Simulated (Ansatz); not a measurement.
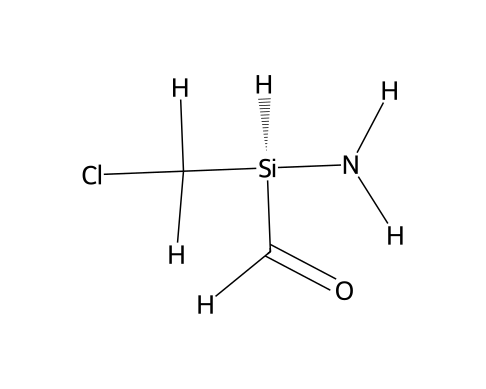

(Drawn from a calculation with Ansatz.)

2D structure.

Write the SMILES.

N[Si@@H](C=O)CCl

Give the formula, hydrogens included.

C2H6ClNOSi.

An optimisation with PBE0-D4/def2-TZVP gave a structure of which point group?

C1.
